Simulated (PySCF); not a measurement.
**CH₂Br₂, SMILES `BrCBr`: what the electrons do**

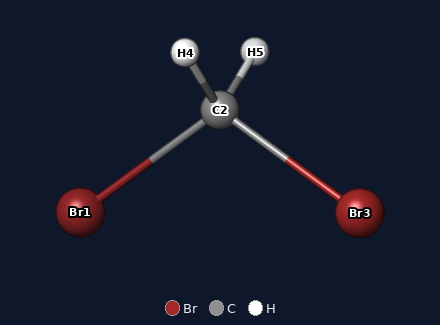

The molecule, with its atoms numbered as below. No frequency check shows the geometry to be a minimum.

Cartesian coordinates (Å):

```
Br1      1.6106    0.1264    0.0000
C2       0.0000   -0.9535    0.0000
Br3     -1.6106    0.1264    0.0000
H4      -0.0001   -1.5630    0.9008
H5       0.0001   -1.5630   -0.9008
```

### 1. Bonding charge

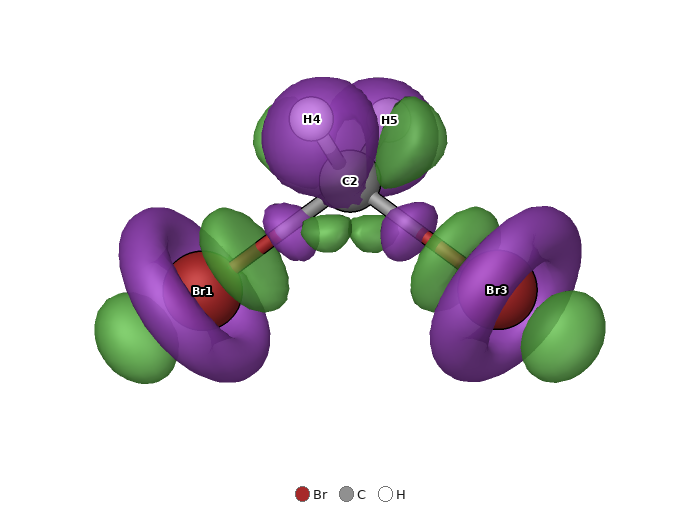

Deformation density (molecule less spherical, spin-averaged free atoms at the same positions), surfaces at ±0.07 e/Å³; purple: gain, green: loss.

Method: B3LYP/def2-SVPD; geometry: GFN2-xTB; program: PySCF.

Q: How much density has each bond gained at its critical point, relative to the free atoms?

A: C2–H4 and C2–H5: +0.78 e/Å³ at the bond critical point (bond length 1.09 Å). Br1–C2 and C2–Br3: +0.14 e/Å³ at the bond critical point (bond length 1.94 Å). In all, 1.2 electrons gather in the regions of gain relative to the promolecule. A small or negative value marks a very polar bond, one between electron-rich atoms, whose free-atom densities already overlap strongly, a long bond to a heavier atom, or a closed-shell contact such as a hydrogen bond.

Q: Where do the Hirshfeld charges lie?

A: The highest Hirshfeld charge is on H4 and H5 (+0.06 e), the lowest on Br1 and Br3 (−0.05 e).

| atom | charge (e) |
| --- | --- |
| Br1 | −0.05 |
| C2 | −0.03 |
| Br3 | −0.05 |
| H4 | +0.06 |
| H5 | +0.06 |

### 2. Bond critical points

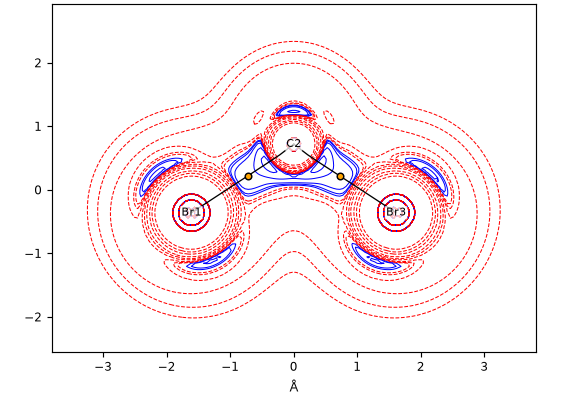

Negative Laplacian of the density (−∇²ρ) in the plane of Br1, C2 and Br3 (solid blue lines positive, dashed red lines negative, contours at ±0.02 to ±8 a.u.), with bond paths and bond critical points (dots).

Q: At which bond critical points in this plane is charge locally concentrated, and at which depleted?

A: Concentrated (∇²ρ < 0): Br1–C2 and C2–Br3 (−0.16 a.u.). At none is it depleted.

Q: Where along Br1–C2 does the critical point lie?

A: 1.06 Å from Br1 and 0.88 Å from C2.

### 3. Local ionisation energy

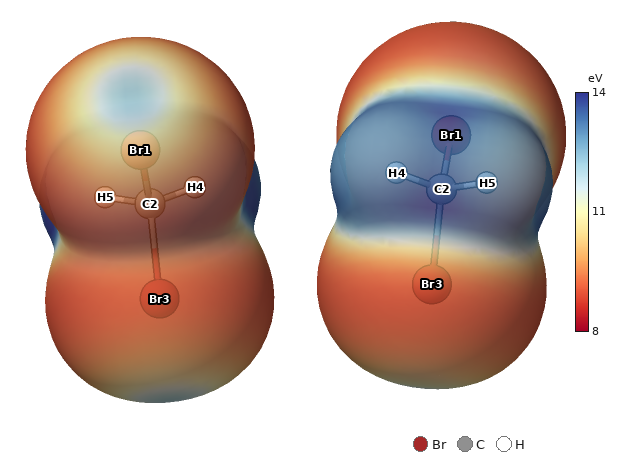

Average local ionisation energy on the surface of electron density 0.001 a.u. (back view left, front view right).

Q: Locate the minima of the map.

A: The lowest value is 8.9 eV, 2.3 Å from Br3, and at like points elsewhere. For comparison, the highest occupied orbital lies at −7.9 eV.

### 4. In an electric field

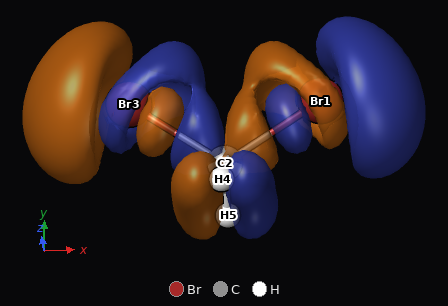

Change of the electron density in a uniform field of 0.21 V/Å, surfaces at ±0.0015 e/Å³ (orange: gain, blue: loss).

Computed with PySCF, B3LYP/def2-SVPD, geometry: GFN2-xTB.

Q: Along which Cartesian direction does the field point?

A: Along +x: electrons gather on the −x side, against the field.

Q: How large is the response?

A: The induced dipole is 0.79 D (along the field); α along this axis, from the fields in both directions, is 77 bohr³ (11.5 Å³).

Q: Which atoms gain and lose the most charge?

A: Electrons gather most on Br3 (Hirshfeld charge changes by −0.027 e) and leave Br1 most (+0.027 e); 0.057 electrons are displaced in all.

### 5. Removing or adding an electron

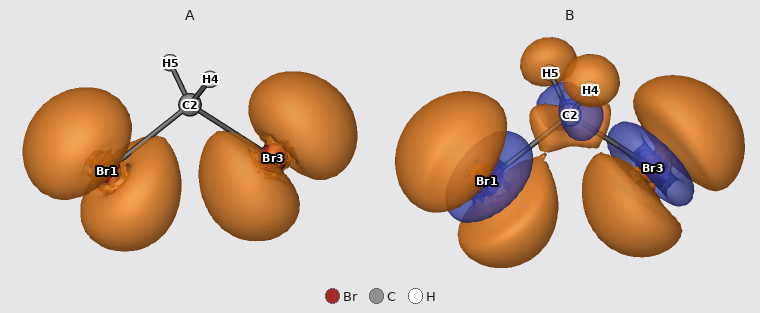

The Fukui function f⁻ from two separate SCF calculations and the density of the HOMO, at ±0.015 e/Å³ (orange positive, blue negative).

Level of theory: B3LYP/def2-SVPD (PySCF), at a geometry from GFN2-xTB.

Q: Which panel is which, and how good is the frozen-orbital picture?

A: B is f⁻ (it has negative regions), A the HOMO density. The HOMO lies on Br1 and Br3 (48 % each); f⁻ (Hirshfeld-condensed) is largest on Br1 and Br3 (0.44 each); the vertical ionisation energy is 10.37 eV. Relaxation shifts 8 % of the electron between atoms. The orbital energy is −7.93 eV.
